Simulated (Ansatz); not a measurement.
Pulling on the Se1–H2 bond in SeH (multiplicity 2 held). Energies count from the point at 1.475 Å.


Restricted levels (R-, RO-) in cc, def2 and unpolarised 6-31G sets keep to the state of the molecule at rest. Unrestricted levels (U-) break spin symmetry where that is lower. Active spaces are followed from rest. Full CI gives the lowest state of the spin. Levels need not reach the same state.

Correlated levels freeze the cores. Filled d and f shells under p-block atoms count as core.

The values were computed with Ansatz (Gaussian basis) for Hartree–Fock, density functionals and correlated methods. 

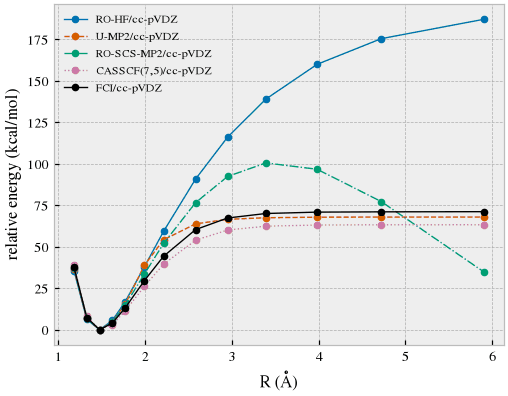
Relative energy along the coordinate

**Question.** Order the other curves in the same basis by their non-parallelity to FCI/cc-pVDZ (largest less smallest deviation, whatever its cause), smallest first.

**Answer.** CASSCF(7,5)/cc-pVDZ (9.0 kcal/mol), U-MP2/cc-pVDZ (13.2 kcal/mol), RO-SCS-MP2/cc-pVDZ (66.7 kcal/mol), RO-HF/cc-pVDZ (118.0 kcal/mol)

**Question.** Read off the RO-SCS-MP2/cc-pVDZ curve at R = 2.950.

**Answer.** about 92 kcal/mol

Doubts at one or more of the structures used: a restricted determinant that unrestricted orbitals would lower (RO-HF/cc-pVDZ, RO-SCS-MP2/cc-pVDZ); a spin-contaminated determinant (U-MP2/cc-pVDZ).

Ansatz is a quantum-chemistry and plane-wave program.
